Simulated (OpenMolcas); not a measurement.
# Run report: C$_{2}$H$_{8}$Si, energy and gradient calculation (part 1 of 3)

The run: energy and gradient calculation of C$_{2}$H$_{8}$Si, SMILES C[SiH2]C. Method and program: CASSCF/ANO-R1, sfX2C (OpenMolcas 26.06).

The geometry comes from this level: PBE0-D4/def2-TZVP.

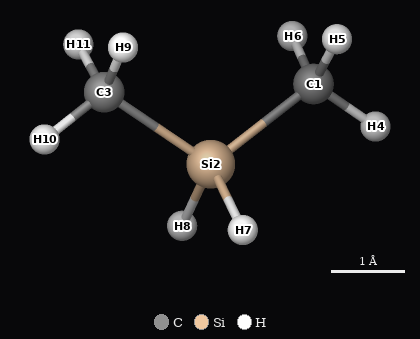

*The structure (ball-and-stick view, seen at a tilt; atoms are numbered from 1 in the order of the input).*

## Input file
```
* C2H8Si CASSCF
&GATEWAY
Coord
11
angstrom
C       -1.050200       0.967200      -0.661200
Si      -0.309200      -0.653200      -0.087600
C        1.346600      -0.392300       0.745700
H       -2.015800       0.806900      -1.146100
H       -0.391700       1.464600      -1.377800
H       -1.204900       1.644900       0.182100
H       -0.139900      -1.564200      -1.256100
H       -1.245100      -1.319300       0.863300
H        2.058200       0.075200       0.060400
H        1.772600      -1.342000       1.077400
H        1.244800       0.255200       1.620300
Basis=ANO-R1
Group=NoSym
RICD
&SEWARD
&RASSCF
FileOrb=$CurrDir/step2.RasOrb
Spin=1
Nactel=8 0 0
Inactive=13
Ras2=8
CIRoot=3 3 1
RlxRoot=1
OrbListing=Few
OrbAppear=Compact
&ALASKA
```

Hardware: 1 thread of AMD EPYC (Zen 3), 128 GiB of memory available, shared host.

Run as:
```bash
export MOLCAS_MEM=1860
pymolcas step8.input > step8.log
```

## What the program printed
```
--- Start Module: gateway ---

                                              &GATEWAY

                       available to each process: 1.9 GB of memory, 1 thread

++    Symmetry information:
      ---------------------

                    Character Table for C1

                             E
                    a        1  x, y, xy, Rz, z, xz, Ry, yz, Rx, I
--

++    Basis set information:
      ----------------------

      Basis set label: C.ANO-R...3S2P1D.

      Electronic valence basis set:
      ------------------
      Associated Effective Charge   6.000000 au
      Associated Actual Charge      6.000000 au
      Nuclear Model: Finite nucleus - Gaussian distribution
        Gaussian exponent, Xi/bohr**(-2):  6.80775E+08

      Shell  nPrim  nBasis  Cartesian Spherical Contaminant
         s      12       3        X
         p       7       2        X
         d       3       1                 X

      Basis set label: SI.ANO-R...4S3P1D.

      Electronic valence basis set:
      ------------------
      Associated Effective Charge  14.000000 au
      Associated Actual Charge     14.000000 au
      Nuclear Model: Finite nucleus - Gaussian distribution
        Gaussian exponent, Xi/bohr**(-2):  4.34677E+08

      Shell  nPrim  nBasis  Cartesian Spherical Contaminant
         s      16       4        X
         p      11       3        X
         d       7       1                 X

      Basis set label: C.ANO-R...3S2P1D.

      Electronic valence basis set:
      ------------------
      Associated Effective Charge   6.000000 au
      Associated Actual Charge      6.000000 au
      Nuclear Model: Finite nucleus - Gaussian distribution
        Gaussian exponent, Xi/bohr**(-2):  6.80775E+08

      Shell  nPrim  nBasis  Cartesian Spherical Contaminant
         s      12       3        X
         p       7       2        X
         d       3       1                 X

      Basis set label: H.ANO-R...2S1P.

      Electronic valence basis set:
      ------------------
      Associated Effective Charge   1.000000 au
      Associated Actual Charge      1.000000 au
      Nuclear Model: Finite nucleus - Gaussian distribution
        Gaussian exponent, Xi/bohr**(-2):  2.12482E+09

      Shell  nPrim  nBasis  Cartesian Spherical Contaminant
         s       7       2        X
         p       4       1        X
--

++    Molecular structure info:
      -------------------------

                    ************************************************
                    **** Cartesian Coordinates / bohr, angstrom ****
                    ************************************************

     Center  Label                x              y              z                     x              y              z
        1      C1              -1.984590       1.827743      -1.249487             -1.050200       0.967200      -0.661200
        2      SI2             -0.584303      -1.234369      -0.165540             -0.309200      -0.653200      -0.087600
        3      C3               2.544705      -0.741340       1.409169              1.346600      -0.392300       0.745700
        4      H4              -3.809310       1.524820      -2.165815             -2.015800       0.806900      -1.146100
        5      H5              -0.740206       2.767693      -2.603665             -0.391700       1.464600      -1.377800
        6      H6              -2.276931       3.108411       0.344119             -1.204900       1.644900       0.182100
        7      H7              -0.264373      -2.955910      -2.373685             -0.139900      -1.564200      -1.256100
        8      H8              -2.352898      -2.493116       1.631401             -1.245100      -1.319300       0.863300
        9      H9               3.889434       0.142107       0.114139              2.058200       0.075200       0.060400
       10      H10              3.349729      -2.536012       2.035991              1.772600      -1.342000       1.077400
       11      H11              2.352331       0.482258       3.061923              1.244800       0.255200       1.620300

                    ***************************************
                    *    InterNuclear Distances / bohr    *
                    ***************************************

               1 C1            2 SI2           3 C3            4 H4            5 H5            6 H6
    1 C1       0.000000
    2 SI2      3.537270        0.000000
    3 C3       5.846636        3.537440        0.000000
    4 H4       2.064224        4.692003        7.634756        0.000000
    5 H5       2.065380        4.688844        6.261532        3.340037        0.000000
    6 H6       2.065225        4.688761        6.261236        3.340017        3.341712        0.000000
    7 H7       5.206371        2.818149        5.206268        5.717231        5.747950        6.943546
    8 H8       5.206245        2.818043        5.206210        5.716974        6.943534        5.748040
    9 H9       6.261390        4.689055        2.065400        8.147438        5.976096        6.846598
   10 H10      7.634899        4.692294        2.064417        9.241070        8.147592        8.147468
   11 H11      6.261587        4.689046        2.065380        8.147515        6.847327        5.976052

               7 H7            8 H8            9 H9           10 H10          11 H11
    7 H7       0.000000
    8 H8       4.540576        0.000000
    9 H9       5.748138        6.943572        0.000000
   10 H10      5.716929        5.717122        3.340228        0.000000
   11 H11      6.943628        5.747906        3.341829        3.340254        0.000000

                    *******************************************
                    *    InterNuclear Distances / angstrom    *
                    *******************************************

               1 C1            2 SI2           3 C3            4 H4            5 H5            6 H6
    1 C1       0.000000
    2 SI2      1.871842        0.000000
    3 C3       3.093907        1.871933        0.000000
    4 H4       1.092340        2.482901        4.040139        0.000000
    5 H5       1.092952        2.481229        3.313460        1.767471        0.000000
    6 H6       1.092870        2.481185        3.313304        1.767461        1.768358        0.000000
    7 H7       2.755093        1.491300        2.755038        3.025428        3.041684        3.674366
    8 H8       2.755026        1.491244        2.755008        3.025292        3.674360        3.041732
    9 H9       3.313385        2.481341        1.092962        4.311439        3.162414        3.623064
   10 H10      4.040215        2.483055        1.092443        4.890163        4.311520        4.311455
   11 H11      3.313489        2.481336        1.092952        4.311479        3.623449        3.162391

               7 H7            8 H8            9 H9           10 H10          11 H11
    7 H7       0.000000
    8 H8       2.402769        0.000000
    9 H9       3.041784        3.674380        0.000000
   10 H10      3.025269        3.025371        1.767572        0.000000
   11 H11      3.674410        3.041661        1.768420        1.767586        0.000000

                    **************************************
                    *    Valence Bond Angles / degree    *
                    **************************************
                          Atom centers                 Phi
                      4 H4       1 C1       5 H5       107.96
                      4 H4       1 C1       6 H6       107.96
                      5 H5       1 C1       6 H6       108.00
                      7 H7       2 SI2      8 H8       107.34
                      9 H9       3 C3      10 H10      107.96
                      9 H9       3 C3      11 H11      108.00
                     10 H10      3 C3      11 H11      107.96
--

            Nuclear Potential Energy            114.15850419 au

--- Stop Module: gateway /rc=_RC_ALL_IS_WELL_ ---
--- Module gateway spent 1 second ---

--- Start Module: seward ---

                                              &SEWARD

                       available to each process: 1.9 GB of memory, 1 thread

               SEWARD will generate:
                  Multipole Moment integrals up to order  2
                  Kinetic Energy integrals
                  Nuclear Attraction integrals (finite nuclei - Gaussian type)
                  One-Electron Hamiltonian integrals
                  Velocity integrals
                  Relativistic X2C integrals
                  Orbital angular momentum around ( -0.1578  -0.3574  -0.0445 )
                  Velocity quadrupole around ( -0.1578  -0.3574  -0.0445 )
                  Atomic mean-field integrals
                  RI decomposed two-electron repulsion integrals stored Cholesky style
                   - acCD auxiliary basis
                   - CD Threshold:   1.00E-04

                   Integrals are discarded if absolute value <: 1.00E-14
                   Integral cutoff threshold is set to       <: 1.00E-16

            Nuclear Potential Energy            114.15850419 au

      Basis set specifications :
      Symmetry species         a
      Basis functions           86

--- Stop Module: seward /rc=_RC_ALL_IS_WELL_ ---
--- Module seward spent 4 seconds ---

--- Start Module: rasscf ---

                                              &RASSCF

                       available to each process: 1.9 GB of memory, 1 thread

      Header of the ONEINT file:
      --------------------------

      OrdInt status: non-squared

      Cartesian coordinates in angstrom:
      -----------------------------------------------------
      No.  Label        X            Y            Z
      -----------------------------------------------------
       1   C1        -1.05020000   0.96720000  -0.66120000
       2   SI2       -0.30920000  -0.65320000  -0.08760000
       3   C3         1.34660000  -0.39230000   0.74570000
       4   H4        -2.01580000   0.80690000  -1.14610000
       5   H5        -0.39170000   1.46460000  -1.37780000
       6   H6        -1.20490000   1.64490000   0.18210000
       7   H7        -0.13990000  -1.56420000  -1.25610000
       8   H8        -1.24510000  -1.31930000   0.86330000
       9   H9         2.05820000   0.07520000   0.06040000
      10   H10        1.77260000  -1.34200000   1.07740000
      11   H11        1.24480000   0.25520000   1.62030000
      -----------------------------------------------------
      Nuclear repulsion energy =  114.15850419

++    Wave function specifications:
      -----------------------------

      Number of closed shell electrons          26
      Number of electrons in active shells       8
      Max number of holes in RAS1 space          0
      Max nr of electrons in RAS3 space          0
      Number of inactive orbitals               13
      Number of active orbitals                  8
      Number of secondary orbitals              65
      Spin quantum number                      0.0
      State symmetry                             1
--

++    Orbital specifications:
      -----------------------

      Symmetry species                           1
                                                 a
      Frozen orbitals                            0
      Inactive orbitals                         13
      Active orbitals                            8
      RAS1 orbitals                              0
      RAS2 orbitals                              8
      RAS3 orbitals                              0
      Secondary orbitals                        65
      Deleted orbitals                           0
      Number of basis functions                 86
--

++    CI expansion specifications:
      ----------------------------

      Number of CSFs                          1764
      Number of spin combinations             2485
      Number of determinants                  4900
      Number of root(s) required                 3
      Root chosen for geometry opt.              1
      CI roots used                              1     2     3
      weights                                0.333 0.333 0.333
      highest root included in the CI            3
      max. size of the explicit Hamiltonian    200
--

++    Optimization specifications:
      ----------------------------

      RASSCF algorithm: LK RI/DF
      Maximum number of macro iterations       200
      Maximum number of SX iterations          100
      Threshold for RASSCF energy            1.000E-08
      Threshold for max MO rotation          1.000E-01
      Threshold for max BLB element          1.000E-04
      Level shift parameter                  5.000E-01
      Make Quasi-Newton update
--

      The MO-coefficients are taken from the file:
      step2.RasOrb
      Title: RASSCF average (pseudo-natural) orbitals

      Total molecular charge    0.00

      ************************************************************************************************************************
      *                                            Wave function control section                                             *
      ************************************************************************************************************************

                                         RASSCF iterations: Energy and convergence statistics
                                         ----------------------------------------------------

          iter iter root      energy       change     param      element    value   shift minimum  type update hh:mm:ss
 Nr of preliminary CI iterations:   4
        1   1    6    0  -369.80843050    0.00E+00  -6.91E-04   16  27 1  3.77E-04*  0.26   0.00    SX    NO    0:00:00
        2   1    5    0  -369.80843162   -1.11E-06*  2.94E-04    9  17 1 -1.05E-04*  0.26   0.00    SX    NO    0:00:00
        3   1    5    0  -369.80843182   -2.01E-07* -1.87E-04    9  17 1 -6.22E-05   0.26   0.00    SX    NO    0:00:00
        4   7    6    0  -369.80843714   -5.33E-06*  4.05E-04   16  27 1 -2.65E-04*  0.26   0.00    SX    NO    0:00:00
        5   4    6    0  -369.80843752   -3.82E-07* -9.80E-04   13  31 1  1.82E-04*  0.26   1.67    QN   YES    0:00:00
        6   6    6    0  -369.80843753   -4.94E-09  -4.56E-04   16  27 1  2.34E-04*  0.26   0.53    LS   YES    0:00:00
        7   5    5    0  -369.80843776   -2.30E-07* -1.03E-04   13  31 1  1.29E-04*  0.26   0.97    QN   YES    0:00:00
        8   3    5    0  -369.80843784   -7.76E-08* -1.54E-04    9  27 1  4.96E-05   0.26   2.50    LS   YES    0:00:00
        9   3    5    0  -369.80843787   -3.27E-08*  6.20E-05   11  42 1 -5.85E-05   0.26   0.82    QN   YES    0:00:00
       10   1    4    0  -369.80843789   -1.72E-08*  9.78E-05   11  42 1 -2.05E-05   0.26   1.50    QN   YES    0:00:00
       11   3    4    0  -369.80843789   -6.51E-09   7.68E-05   11  42 1  7.59E-06   0.26   1.23    QN   YES    0:00:00
      Convergence after 11 iterations
       12   3    4    0  -369.80843790   -3.25E-09   7.68E-05   11  42 1  1.13E-05   0.26   1.23    QN   YES    0:00:00

      ************************************************************************************************************************
                                                      Wave function printout:
                       occupation of active orbitals, and spin coupling of open shells (u,d: Spin up or down)
      ************************************************************************************************************************

      Note: transformation to natural orbitals
      has been made, which may change the order of the CSFs.

      printout of CI-coefficients larger than  0.05 for root  1
      energy=    -370.033082
      conf/sym  11111111     Coeff  Weight
             1  22220000   0.98866 0.97745
           113  02220020  -0.07503 0.00563
```
